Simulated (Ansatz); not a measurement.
# BCl (SMILES [B]Cl): levels of theory compared

We compute a comparison of 6 runs (BHLYP/STO-3G, BLYP/STO-3G, r2SCAN0/STO-3G, revPBE/STO-3G, wB97X/STO-3G, CCSDT/STO-3G) of BCl. 

The calculation is run with Ansatz 0.2.0.

41 further runs of the same task are left out: 1 that didn't finish, 40 set aside as unsound or not needed.

### Step 1. The system as given

The species is BCl (2 atoms), meant as a singlet with charge 0. SMILES: `[B]Cl`. The Cl2–B1 distance was set to 3.157 Å, away from the relaxed value.

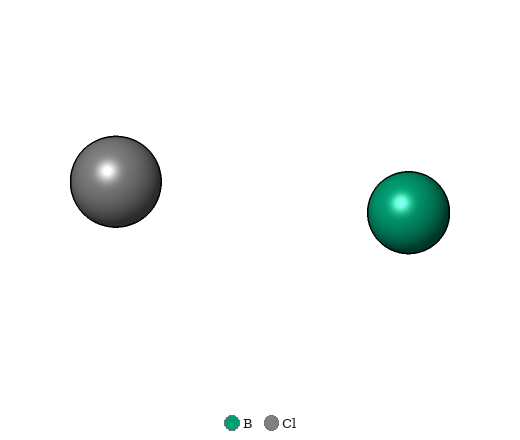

Viewed from a chosen angle; boron teal, chlorine grey.

### Step 2. A single-point energy at BHLYP/STO-3G (run 1)

Contents of in.yaml:

```yaml
crystal:
  periodic: [false, false, false]
  atoms:
    - {symbol: B, position_ang: [0.000000, 0.000000, -1.578570]}
    - {symbol: Cl, position_ang: [0.000000, 0.000000, 1.578530]}
basis:
  gaussian:
    orbitals: STO-3G
accuracy: high
hamiltonian:
  xc: {name: BHLYP}
```

Run with:

```console
$ ansatz run in.yaml --threads 1 --pin off --max-ram 2610MiB --events-out events.jsonl --progress --plain --runs-dir runs
```

What it wrote:

```text
Warning: RAYON_NUM_THREADS=1 ignored (pool sized by the plan → 1); use --threads N
Functional definition: BHLYP
  name "BHLYP"
  parameter a = 0.5
  exchange = (1 - a)*b88_x + a*exact_x
  correlation = lyp_c
208 factors; integrals over basis functions are off by at most 2.0e-8 eV
mean field evaluation 1: about -13043.7312 eV, gradient 6.1e0 eV
mean field evaluation 2: about -12786.0206 eV, gradient 9.7e1 eV
mean field evaluation 4: about -12997.6826 eV, gradient 1.4e2 eV
mean field evaluation 8: about -13045.3855 eV, gradient 1.2e1 eV
mean field evaluation 16: about -13046.3291 eV, gradient 5.2e-7 eV
mean field -13046.32907043 eV, -479.4437502190 hartree, gradient 2.1e-8 eV, S^2 0.000000; 0 other end points of the search recorded, 0 dependent functions left out
reference -13046.32908699 eV, -479.4437508276 hartree; 11, 11 occupied and 3, 3 virtual orbitals, 208 factors
Total energy: -13046.32908699 eV, -479.4437508276 hartree
```

It took 0.46 s on 1 thread of Intel Xeon Platinum 8375C at 2.90GHz (Ice Lake), shared host.

### Step 3. The energy at BLYP/STO-3G (run 2)

Contents of molecule.yaml:

```yaml
basis:
  gaussian: {orbitals: STO-3G}
crystal:
  periodic: [false, false, false]
  atoms:
    - {symbol: B, position_ang: [0.000000, 0.000000, -1.578570]}
    - {symbol: Cl, position_ang: [0.000000, 0.000000, 1.578530]}
hamiltonian: {xc: {name: BLYP}}
accuracy: high
```

Run with:

```console
$ ansatz run molecule.yaml --threads 1 --pin off --max-ram 2610MiB --events-out events.jsonl --progress --plain --runs-dir runs
```

What it wrote:

```text
Warning: RAYON_NUM_THREADS=1 ignored (pool sized by the plan → 1); use --threads N
Functional definition: BLYP
  name "BLYP"
  parameter beta = 0.0042
  parameter a = 0.04918
  parameter b = 0.132
  parameter c = 0.2533
  parameter d = 0.349
  exchange = b88_x(beta = beta)
  correlation = lyp_c(a = a, b = b, c = c, d = d)
208 factors; integrals over basis functions are off by at most 2.0e-8 eV
mean field evaluation 1: about -13041.3175 eV, gradient 7.7e0 eV
mean field evaluation 2: about -12771.7261 eV, gradient 4.6e1 eV
mean field evaluation 4: about -13045.2220 eV, gradient 4.1e0 eV
mean field evaluation 8: about -13045.2116 eV, gradient 4.1e0 eV
mean field evaluation 16: about -13045.3623 eV, gradient 7.9e-6 eV
mean field evaluation 32: about -13021.9117 eV, gradient 2.6e1 eV
mean field -13045.36230983 eV, -479.4082224223 hartree, gradient 2.8e-8 eV, S^2 0.000000; 0 other end points of the search recorded, 0 dependent functions left out
reference -13045.36234414 eV, -479.4082236828 hartree; 11, 11 occupied and 3, 3 virtual orbitals, 208 factors
Total energy: -13045.36234414 eV, -479.4082236828 hartree
```

Wall time 0.46 s (1 thread of Intel Xeon Platinum 8375C at 2.90GHz (Ice Lake), shared host).

Runs 3 to 5 aren't shown in full; the table further down has their settings and results.

### Step 4. A single-point energy at CCSDT/STO-3G (run 6)

Contents of job.yaml:

```yaml
basis:
  gaussian: {orbitals: STO-3G}
crystal:
  periodic: [false, false, false]
  atoms:
    - {symbol: B, position_ang: [0.000000, 0.000000, -1.578570]}
    - {symbol: Cl, position_ang: [0.000000, 0.000000, 1.578530]}
correlation: {method: ccsdt, frozen_orbitals: {B: 1, Cl: 5}}
accuracy: high
scf: {omitted_lower_state_checks: [cluster_reference, increment]}
```

Run with:

```console
$ ansatz run job.yaml --threads 1 --pin off --max-ram 2610MiB --events-out events.jsonl --progress --plain --runs-dir runs
```

What it wrote:

```text
Warning: RAYON_NUM_THREADS=1 ignored (pool sized by the plan → 1); use --threads N
[... 11 lines left out ...]
6 core orbitals not correlated: weight in the atoms' cores, before any rotation towards them, 1.000 or more for the frozen orbitals, at most 0.000 for the correlated occupied ones
[... 65 lines left out ...]
WARN: these amplitudes may be one of several solutions (largest doubles amplitude 0.48, level shift 8.84 eV)
Total energy: -13027.60629646 eV, -478.7557009660 hartree
Checks for a lower state left out: cluster_reference, increment
```

It took 0.28 s on 1 thread of Intel Xeon Platinum 8375C at 2.90GHz (Ice Lake), shared host.

### Step 5. Overview of the runs

| run | level | frozen core orbitals | energy (Eh) | wall time |
| --- | --- | --- | --- | --- |
| 1 | BHLYP/STO-3G | – | -479.443751 | 0.46 s |
| 2 | BLYP/STO-3G | – | -479.408224 | 0.46 s |
| 3 | r2SCAN0/STO-3G | – | -479.425180 | 1.1 s |
| 4 | revPBE/STO-3G | – | -479.379605 | 0.44 s |
| 5 | wB97X/STO-3G | – | -479.433552 | 1.7 s |
| 6 | CCSDT/STO-3G | 6 | -478.755701 | 0.28 s |

### Step 6. What came out

```
                                          quantity          value
                               run 6: total energy  -478.75570 Eh
run 6: correlation energy (6 core orbitals frozen)      -99.2 mEh
                              run 6: T1 diagnostic          0.094
```

**Reading.** Totals of different functionals can't be ranked against each other. In run 6 the log says that unrestricted orbitals would lower the reference, so the values rest on an unstable closed-shell determinant (other closed-shell runs at this shape may share the fault). In runs 1, 2, 3, 4, 5, 6 the basis is minimal, so the values are rough. All runs together took 4.4 s, the longest 1.7 s.
